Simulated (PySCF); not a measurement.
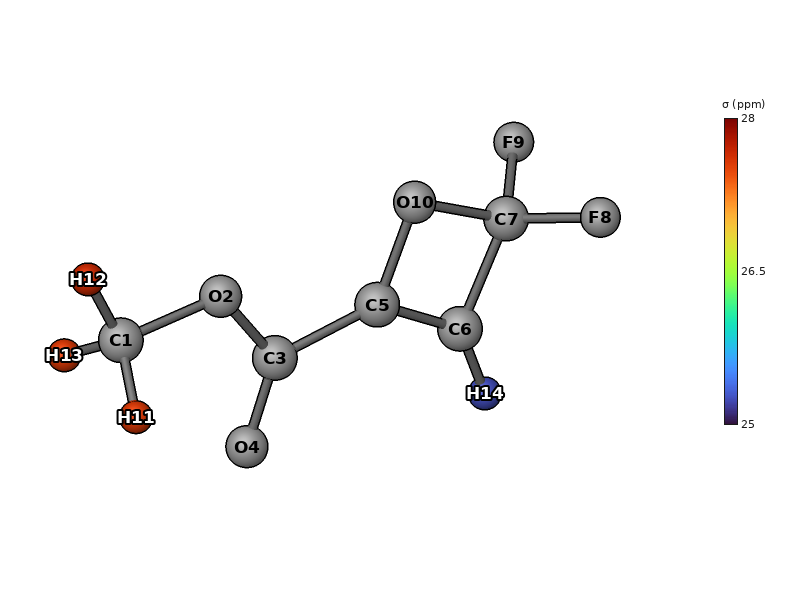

Atoms are coloured by their isotropic NMR shieldings (H only, the others grey). The computed structure is the end point of a GFN2-xTB optimisation. No frequency run is at hand to confirm it as a minimum. Level of theory: GIAO PBE0/pcSseg-1 NMR shielding, non-relativistic, gas phase (PySCF 2.14.0).

Give the isotropic NMR shieldings of the H atoms atom by atom.

```csv
atom,σ (ppm)
H11,27.56
H12,27.66
H13,27.56
H14,25.26
```
